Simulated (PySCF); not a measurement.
**C6H9O (SMILES COC12C[C](C1)C2) (doublet): density, localisation and related maps**

```xyz
16

C     2.0619    0.2572   -0.4437
O     0.7546    0.3457   -0.9654
C    -0.2467    0.0583   -0.0456
C    -1.7356    0.0968   -0.4137
C    -1.5763   -0.2932    1.0620
C    -0.5466    0.8252    1.2628
C    -0.4617   -1.2808    0.6960
H     2.2135    0.9742    0.3702
H     2.2758   -0.7536   -0.0809
H     2.7291    0.4963   -1.2694
H    -2.0879   -0.6673   -1.0978
H    -2.1591    1.0712   -0.6306
H     0.1568    0.7081    2.0813
H    -0.8964    1.8474    1.1640
H     0.2470   -1.5388    1.4768
H    -0.7360   -2.1377    0.0900
```

Geometry: GFN2-xTB.

Computed with UKS B3LYP, pcH-1 on C H O, non-relativistic, mean-field spin-orbit, GIAO in PySCF 2.14.0, density-fitted response routines.

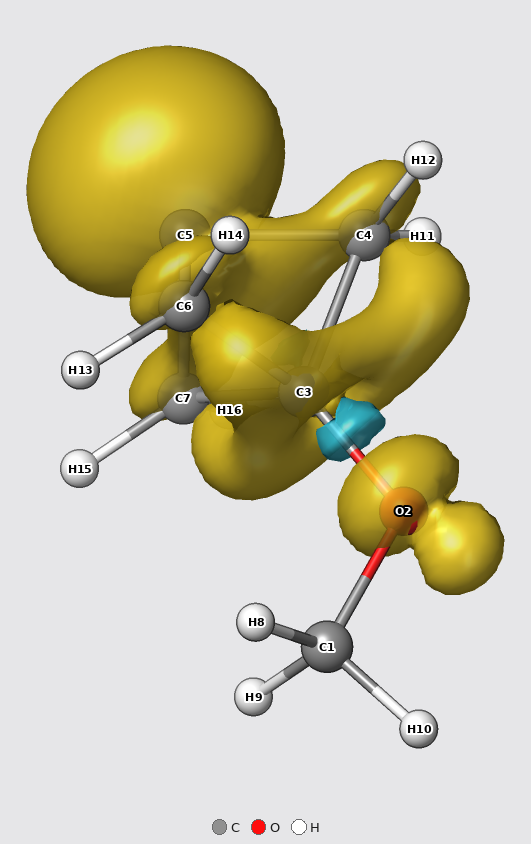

Figure 1. Isosurfaces of the spin density at +0.015 (yellow) and −0.015 e/Å³ (cyan), seen at an oblique angle.

Question: Describe the spin distribution.

Answer: The unpaired spin (1 electron) lies mostly on C5 (about 0.7) and C4 (about 0.1), in electrons by Hirshfeld's partition.

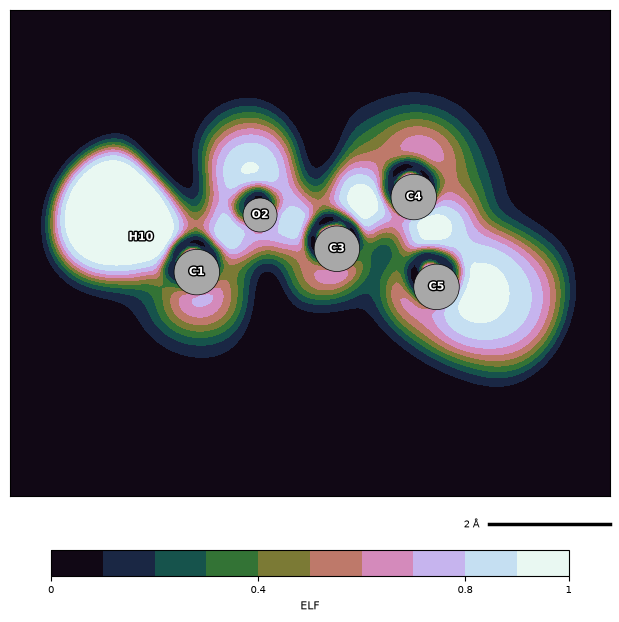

Figure 2. ELF on the plane of atoms C3, C4 and C5. Grey discs cover the atomic cores.

Question: Describe what can be read from this map.

Answer: Atoms in the plane: C, O and H.
C–O (1.39 Å): the ELF peaks at about 0.85 between the atoms; a shared but strongly polarised pair.
C–C (1.53 Å): the ELF peaks at about 0.80 between the atoms (a shared electron pair).
C–H (1.09 Å): the ELF climbs to about 1 towards the hydrogen, as it does in any bond to H.
The ELF also peaks beside O2, away from the bonds: non-bonding electrons, paired or unpaired.

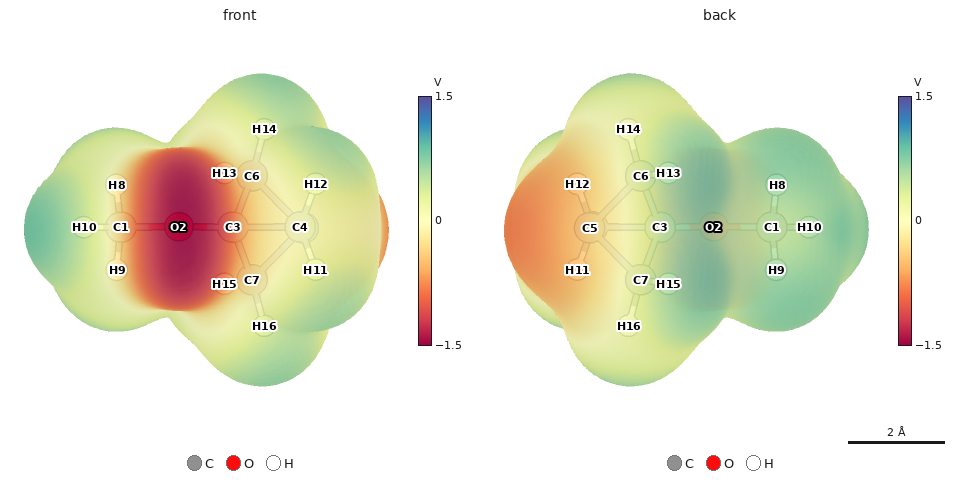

Figure 3. The molecular electrostatic potential painted on the density surface at 0.002 e/bohr³, seen from the front and from behind; red is negative and blue positive.

Question: Where is the surface potential most negative and most positive?

Answer: The most negative region (about −1.5 V, or −35 kcal/mol for a unit charge) lies over O2, the most positive (about +0.8 V, or +18 kcal/mol for a unit charge) over the H atoms. O2 is the likeliest acceptor of a hydrogen bond.
